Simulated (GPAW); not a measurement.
# Ti K ELNES/XANES of TiSi2 (Cmcm) from DFT, part 4 of 4

Aim: the dependence of the Ti K near-edge features of TiSi2 (Cmcm) on volume.

GPAW 26.7.0; X-ray absorption from dipole matrix elements to empty bands, plane-wave PAW LDA.

So far. Step 10 (Spectrum with XCH, Ti atom 1): Against the first run the r.m.s. difference is 5 %. The highest intensity below 24 eV goes from 22.0 eV (1.76) to 21.4 eV (1.73).

**12. Spectrum with XCH, Ti atom 1 (continued)**

| E (eV) | first run | this run |
| --- | --- | --- |
| -2.0 | 0.00 | 0.00 |
| -1.0 | 0.00 | 0.00 |
| 0.0 | 0.11 | 0.11 |
| 1.0 | 0.46 | 0.44 |
| 2.0 | 0.54 | 0.53 |
| 3.0 | 0.76 | 0.72 |
| 4.0 | 1.03 | 0.96 |
| 5.0 | 1.02 | 0.93 |
| 6.0 | 1.04 | 1.00 |
| 7.0 | 1.09 | 1.09 |
| 8.0 | 1.15 | 1.19 |
| 9.0 | 1.24 | 1.22 |
| 10.0 | 1.12 | 1.00 |
| 11.0 | 0.87 | 0.79 |
| 12.0 | 0.77 | 0.78 |
| 13.0 | 0.87 | 0.95 |
| 14.0 | 1.08 | 1.17 |
| 15.0 | 1.23 | 1.23 |
| 16.0 | 1.23 | 1.19 |
| 17.0 | 1.18 | 1.17 |
| 18.0 | 1.18 | 1.26 |
| 19.0 | 1.31 | 1.46 |
| 20.0 | 1.53 | 1.64 |
| 21.0 | 1.71 | 1.70 |
| 22.0 | 1.76 | 1.65 |
| 23.0 | 1.73 | 1.56 |
| 24.0 | 1.65 | 1.47 |
| 25.0 | 1.56 | 1.37 |
| 26.0 | 1.48 | 1.27 |
| 27.0 | 1.39 | 1.15 |
| 28.0 | 1.27 | 1.03 |
| 29.0 | 1.13 | 0.91 |
| 30.0 | 0.99 | 0.81 |

Against the first run the r.m.s. difference is 10 %. The highest intensity below 24 eV goes from 22.0 eV (1.76) to 20.9 eV (1.70).

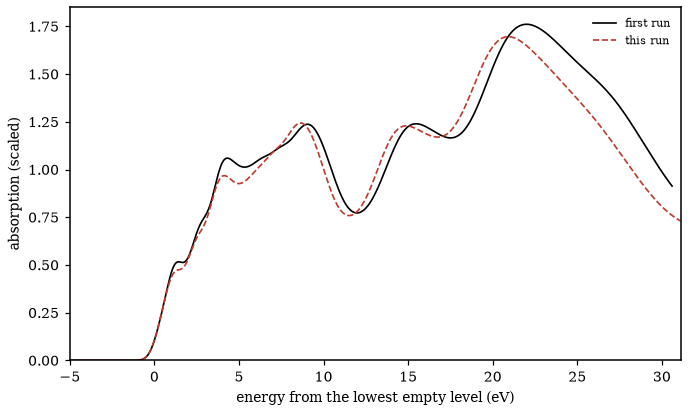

The effect of the change (volume scale from 1 to 1.06).

The photon energy of the zero moves by +0.15 eV.

**13. The volumes side by side**

| volume | nearest distance (Å) | shift of the zero (eV) | maximum 1 (eV above own zero) | maximum 2 (eV above own zero) | maximum 3 (eV above own zero) | maximum 4 (eV above own zero) |
| --- | --- | --- | --- | --- | --- | --- |
| 0.94 | 2.528 | -0.18 | 4.5 | 9.5 | 16.1 | 23.2 |
| 0.97 | 2.555 | -0.09 | 4.4 | 9.3 | 15.8 | 22.6 |
| 1 | 2.581 | +0.00 | 4.3 | 9.0 | 15.5 | 22.0 |
| 1.03 | 2.606 | +0.08 | 4.2 | 8.8 | 15.2 | 21.4 |
| 1.06 | 2.632 | +0.15 | 4.1 | 8.6 | 14.9 | 20.9 |

The curves, each shifted by its zero's change so that they share one photon-energy axis, counted from the zero at V × 1:

| E (eV) | V × 0.94 | V × 0.97 | V × 1 | V × 1.03 | V × 1.06 |
| --- | --- | --- | --- | --- | --- |
| -2.0 | 0.00 | 0.00 | 0.00 | 0.00 | 0.00 |
| -1.0 | 0.00 | 0.00 | 0.00 | 0.00 | 0.00 |
| 0.0 | 0.16 | 0.13 | 0.11 | 0.09 | 0.07 |
| 1.0 | 0.53 | 0.49 | 0.46 | 0.43 | 0.40 |
| 2.0 | 0.59 | 0.56 | 0.54 | 0.52 | 0.50 |
| 3.0 | 0.83 | 0.79 | 0.76 | 0.72 | 0.69 |
| 4.0 | 1.12 | 1.08 | 1.03 | 0.99 | 0.95 |
| 5.0 | 1.12 | 1.07 | 1.02 | 0.97 | 0.93 |
| 6.0 | 1.10 | 1.07 | 1.04 | 1.01 | 0.98 |
| 7.0 | 1.11 | 1.10 | 1.09 | 1.08 | 1.08 |
| 8.0 | 1.14 | 1.14 | 1.15 | 1.16 | 1.17 |
| 9.0 | 1.21 | 1.23 | 1.24 | 1.24 | 1.24 |
| 10.0 | 1.16 | 1.15 | 1.12 | 1.08 | 1.05 |
| 11.0 | 0.95 | 0.91 | 0.87 | 0.84 | 0.81 |
| 12.0 | 0.79 | 0.78 | 0.77 | 0.77 | 0.77 |
| 13.0 | 0.83 | 0.84 | 0.87 | 0.89 | 0.92 |
| 14.0 | 1.00 | 1.04 | 1.08 | 1.11 | 1.14 |
| 15.0 | 1.18 | 1.21 | 1.23 | 1.23 | 1.23 |
| 16.0 | 1.24 | 1.24 | 1.23 | 1.21 | 1.20 |
| 17.0 | 1.20 | 1.19 | 1.18 | 1.17 | 1.17 |
| 18.0 | 1.15 | 1.16 | 1.18 | 1.21 | 1.24 |
| 19.0 | 1.19 | 1.25 | 1.31 | 1.37 | 1.43 |
| 20.0 | 1.37 | 1.46 | 1.53 | 1.59 | 1.62 |
| 21.0 | 1.60 | 1.67 | 1.71 | 1.72 | 1.70 |
| 22.0 | 1.75 | 1.77 | 1.76 | 1.72 | 1.66 |
| 23.0 | 1.79 | 1.77 | 1.73 | 1.66 | 1.58 |
| 24.0 | 1.77 | 1.72 | 1.65 | 1.57 | 1.48 |
| 25.0 | 1.72 | 1.64 | 1.56 | 1.47 | 1.38 |
| 26.0 | 1.66 | 1.57 | 1.48 | 1.38 | 1.28 |
| 27.0 | 1.59 | 1.49 | 1.39 | 1.28 | 1.17 |
| 28.0 | 1.50 | 1.38 | 1.27 | 1.15 | 1.05 |
| 29.0 | 1.37 | 1.25 | 1.13 | 1.02 | 0.92 |
| 30.0 | 1.22 | 1.10 | 0.99 | 0.89 | 0.82 |

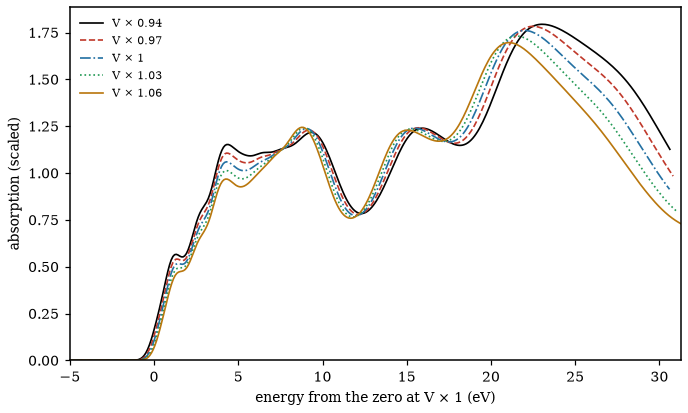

The edge at each volume, on one photon-energy scale.

**14. Results**

- absorber and edge: Ti K, atom 1 of the ground-state input (counted from 1)
- surroundings: 4 Si at 2.58 Å, 4 Si at 2.66 Å and 2 Si at 2.81 Å (10-fold, site symmetry m2m)
- highest intensity below 24 eV: 22.0 eV above the zero, height 1.76
- photon energy of the zero, with the added terms: 4947.2 eV (raw 4969.9 eV; LDA puts this hole about 13 eV below PBE, itself good to a few eV)

From V × 0.94 to V × 1.06 the nearest distance grows by 0.103 Å and the zero moves by +0.33 eV. Above their own zero, the maxima move from 4.5 to 4.1 eV, from 9.5 to 8.6 eV, from 16.1 to 14.9 eV and from 23.2 to 20.9 eV. The one highest in energy moves most, in the direction that the rule ΔE·R² ≈ constant for scattering resonances gives. The Ti K edge of atom 1, with 4 Si at 2.58 Å, 4 Si at 2.66 Å and 2 Si at 2.81 Å (10-fold, site symmetry m2m), has its highest intensity of the first 24 eV at 22.0 eV above the zero, near 4969 eV in photon energy (LDA puts this hole about 13 eV below PBE, itself good to a few eV), 1.8 times the mean level of the first 20 eV (Gaussian full width 0.94 eV up to 4 eV, rising linearly to 3.5 eV at 25 eV). At the Ti K edge of atom 1 polarisation matters most near 8.4 eV, where the curves differ by 0.6 on this scale. Quadrupole 1s→3d transitions, which feed the pre-edge, are not in the dipole spectrum. The holes are only 5.0 Å apart, so the shape is probably not converged with cell size; no larger cell was run here. Lifetime broadening is put in by hand, and intensities beyond about 20 eV depend on it and on the partial waves. The structure is a computed Materials Project entry and may be a hypothetical form.

[Hosts, paths, dates, database ids (printed as entryN), source tags and the programs' standing remarks are cut or masked in the printed files.]

[Lists of maxima count a maximum above −3 eV only where it reaches 4 % of the highest in the window and stands out from its surroundings by 2 % of it (1.5 % where it reaches 55 %); shoulders and weaker maxima are passed over, and of the rest the first, up to two pre-edge ones and the few strongest are named.]
